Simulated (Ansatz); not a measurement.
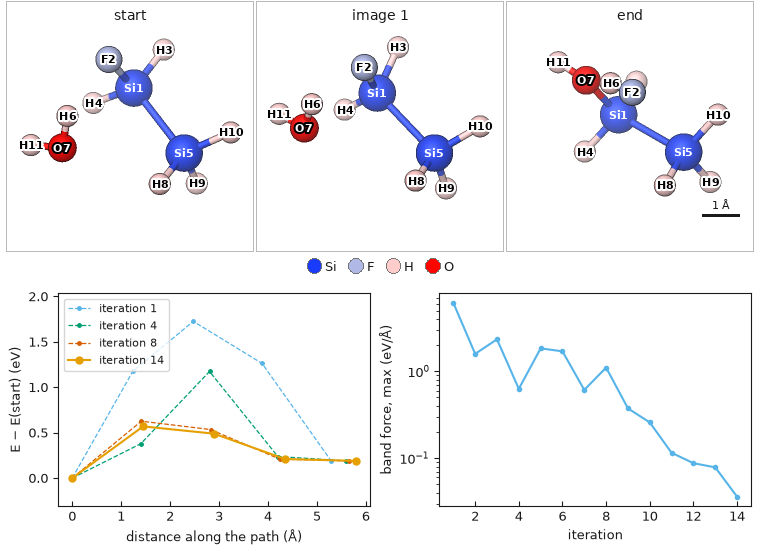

NEB run on Si₂H₇OF. Images are numbered from 0 (start) to 4 (end). The plot follows the band through its iterations. A ball-and-stick model, seen from a free direction.

Method: Ansatz, RKS BHLYP-D4/cc-pVDZ. Set-up: 3 movable images; no climbing image; force threshold 0.05 eV/Å; iteration limit 60; starting path through a guess of the saddle point.

**Did the band converge, and can the barrier be trusted?**

The run is converged, with reservations. The band converged in 14 iterations. The largest component of the band force went from 6.1 to 0.036 eV/Å. No image climbed, so the highest image needn't lie on the saddle point, and the true maximum along this path can be higher. So few images resolve the path coarsely. The first iteration put the highest image at 1.73 eV. The energy climbs by 0.57 eV to image 1 and then falls by 0.38 eV, so the end point sits at +0.19 eV.

The run took 50 s on 2 threads of AMD EPYC 9R45 96-Core Processor (Zen 5), with other jobs on the host, peak memory 0.24 GiB.
